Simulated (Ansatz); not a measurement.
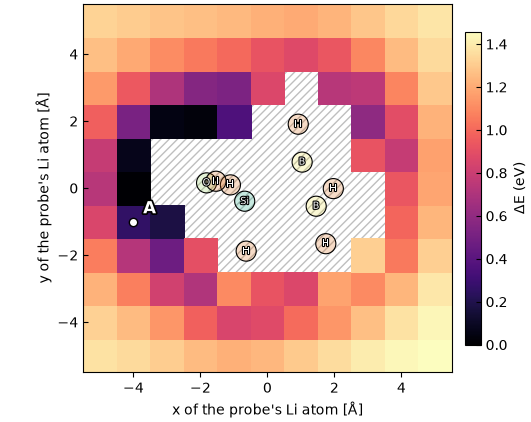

B₂H₆OSi (SMILES BB[SiH2]O) with the probe Li+. 
- The probe is moved over the molecule's main plane.
- Coordinates scanned: (1) x of the probe's Li atom; (2) y of the probe's Li atom.
- Nothing is relaxed (molecule and probe rigid).
- Grid: 11 × 11 points. At 27 points there is no value (left out of the scan, as a rule where atoms come close).
- Points are written as (first, second).
- Energies: eV, counted from the lowest grid point.
- Energies and slopes of some neighbouring points disagree (a jump in structure or state, or too coarse a mesh).
- Computed with RKS B3LYP-D4/def2-SVP (Ansatz).

Drawn: one coloured cell a grid point, labelled circles for the molecule's atoms, projected on the plane, hatched blanks where no value was computed, the point A.

Q: Is A at rest? If not, where is it pushed?

A: A, at (−4 Å, −1 Å), is not a stationary point. The computed force is 0.63 eV/Å in the plane, pointing up and right in the picture (components 0.50 and 0.38 eV/Å).
